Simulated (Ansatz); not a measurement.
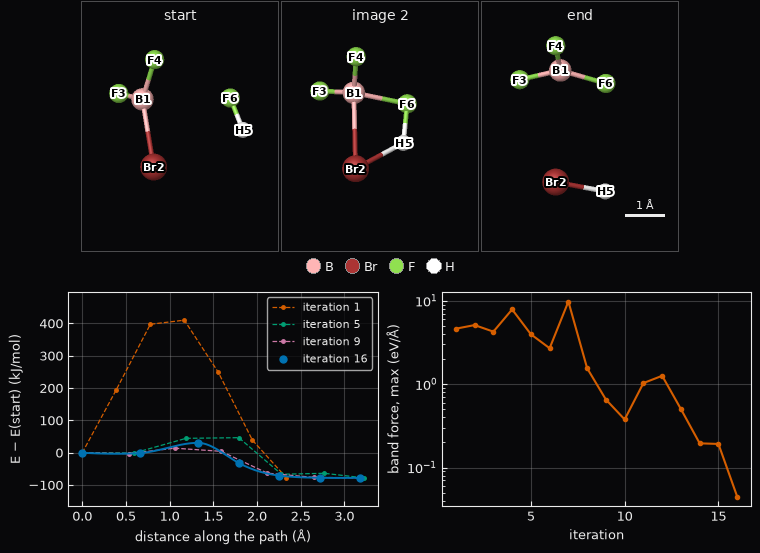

A search for the minimum-energy path of BHBrF3, made up at the start of BBrF₂ and HF by the nudged elastic band. Images are numbered from 0 (start) to 6 (end). The plot follows the band through its iterations. The picture is a ball-and-stick view, seen at a tilt.

Theory: RKS PBE0-D4/def2-SVP (Ansatz 0.2.0). Set-up: 5 movable images; climbing image.

### Did the band converge, and can the barrier be trusted?

The run is converged, with reservations. The band converged in 16 iterations. The largest component of the band force went from 4.6 to 0.045 eV/Å. The climbing image converged on the top of the path. Its curvatures weren't checked. The largest force component is 0.17 eV/Å at the start and 0.05 eV/Å at the end; an end with forces this large is no minimum, and the barrier measured from it can be far off. The first iteration put the highest image at 410.3 kJ/mol. The energy climbs by 30.7 kJ/mol to image 2 and then falls by 108.2 kJ/mol, so the end point sits at −77.5 kJ/mol.

Limits of the set-up: the start holds two separate molecules, 2.6 Å apart at their closest, whose relative position is a soft coordinate.

The run took 2.3 min on 4 threads of Arm Neoverse V1, with other jobs on the host.
